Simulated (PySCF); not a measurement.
Core-level calculation, with input and output: C2H8N2Si

System: C2H8N2Si.
Method: delta-SCF UKS SCAN, pcX-2 on the ionised atom, pcseg-1 elsewhere, non-relativistic (PySCF 2.14.0).

It belongs to a series of runs on one base structure; here: no relativity. Figures and captions count atoms from 1; the log counts them from 0 in places.

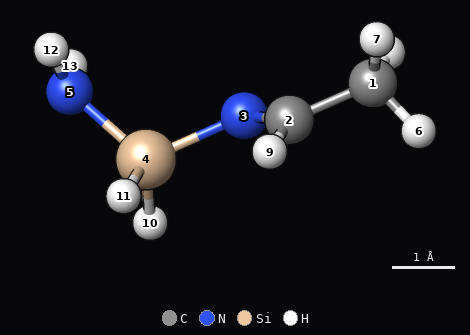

Figure 1. The input geometry (ball-and-stick view, seen at a tilt; atoms are numbered from 1 in the order of the input).

Results in brief

- outcome: converged
- hardware: 1 CPU thread, shared host
- wall time: 32 s
- peak memory: 0.56 GiB

Remarks

The core-hole state is spin-contaminated.

The input
```
{"job": {"kind": "xps", "x2c": false}, "charge": 0, "multiplicity": 1}
C      2.502453     0.090375    -0.045361
C      1.093421    -0.372179     0.136313
N      0.107429     0.133773    -0.474636
Si    -1.552158    -0.414453    -0.275216
N     -2.657926     0.823945     0.190343
H      3.130784    -0.739855    -0.409721
H      2.930590     0.406103     0.920555
H      2.541539     0.923025    -0.760009
H      0.975750    -1.212831     0.862896
H     -1.983039    -0.929943    -1.605537
H     -1.610229    -1.485043     0.776615
H     -2.621566     1.183871     1.137922
H     -2.850945     1.575659    -0.463147
```

The first line tells a small driver script what to run in PySCF; the rest is the geometry in Å.

Launch command:
```bash
OMP_NUM_THREADS=1 python <driver script> task.json out
```

What the program printed
```
ground state, core basis on atom 0 (C), 145 functions
  cycle   1  E = -479.82115615  |g| = 6.50e-01
  cycle   2  E = -479.61125069  |g| = 1.11e+00
  cycle   3  E = -479.90503617  |g| = 2.26e-01
  cycle   4  E = -479.91689568  |g| = 6.15e-02
  cycle   5  E = -479.91774452  |g| = 2.22e-02
  cycle   6  E = -479.91785377  |g| = 7.33e-03
  cycle   7  E = -479.91786731  |g| = 1.82e-03
  cycle   8  E = -479.91786654  |g| = 6.71e-04
  cycle   9  E = -479.91786858  |g| = 1.58e-04
  E(ground) = -479.96107019 Eh
hole in C 1s of atom 0
  cycle   1  E = -468.67522404  |g| = 1.50e+00
[... 11 cycles left out ...]
  E(ion) = -469.27612622 Eh   <S^2> = 0.7679   hole on atom = 1.000   binding energy = 290.752 eV
ground state, core basis on atom 1 (C), 145 functions
[... 6 cycles left out ...]
  E(ground) = -479.96468250 Eh
hole in C 1s of atom 1
[... 14 cycles left out ...]
  E(ion) = -469.24220454 Eh   <S^2> = 0.8634   hole on atom = 1.000   binding energy = 291.773 eV
ground state, core basis on atom 2 (N), 145 functions
[... 6 cycles left out ...]
  E(ground) = -479.97473239 Eh
hole in N 1s of atom 2
[... 11 cycles left out ...]
  E(ion) = -465.14567625 Eh   <S^2> = 0.7786   hole on atom = 1.000   binding energy = 403.519 eV
ground state, core basis on atom 3 (Si), 156 functions
[... 6 cycles left out ...]
  E(ground) = -479.96582892 Eh
hole in Si 1s of atom 3
[... 11 cycles left out ...]
  E(ion) = -412.25978454 Eh   <S^2> = 0.7522   hole on atom = 1.000   binding energy = 1842.375 eV
hole in Si 2p of atom 3
[... 10 cycles left out ...]
  E(ion) = -476.03374605 Eh   <S^2> = 0.7520   hole on atom = 1.003   binding energy = 106.997 eV
  2p3/2 = 106.805 eV   2p1/2 = 107.422 eV
ground state, core basis on atom 4 (N), 145 functions
[... 6 cycles left out ...]
  E(ground) = -479.97372562 Eh
hole in N 1s of atom 4
[... 1 cycle left out ...]
  cycle   2  E = -462.36500484  |g| = 2.38e+00
  cycle   3  E = -464.71658311  |g| = 8.42e-01
  cycle   4  E = -464.94966977  |g| = 4.92e-01
  cycle   5  E = -465.03874187  |g| = 2.62e-01
  cycle   6  E = -465.07035137  |g| = 7.11e-02
  cycle   7  E = -465.07299436  |g| = 1.35e-02
  cycle   8  E = -465.07309200  |g| = 3.92e-03
  cycle   9  E = -465.07309888  |g| = 1.67e-03
  cycle  10  E = -465.07310134  |g| = 5.86e-04
  cycle  11  E = -465.07310122  |g| = 2.33e-04
  E(ion) = -465.11310044 Eh   <S^2> = 0.7643   hole on atom = 1.000   binding energy = 404.378 eV
```

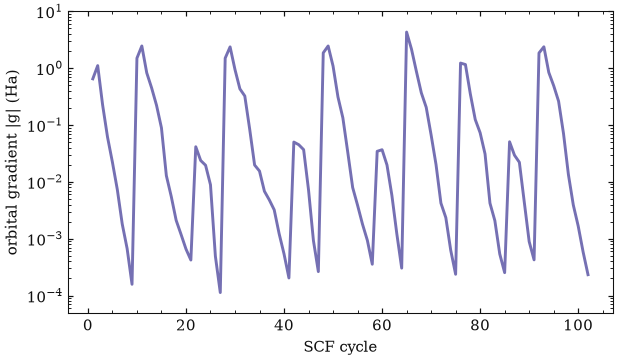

Figure 2. Convergence of the self-consistent field: orbital gradient |g| against the SCF cycle. All cycles printed in the log are drawn one after another.

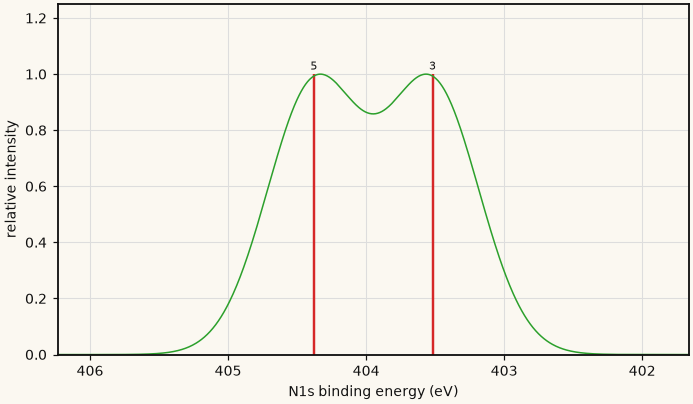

Figure 3. N1s binding energies by ΔSCF of the atoms computed, labelled by atom number, with a Gaussian envelope of 0.8 eV full width. They run from 403.52 eV (atom 3) to 404.38 eV (atom 5).
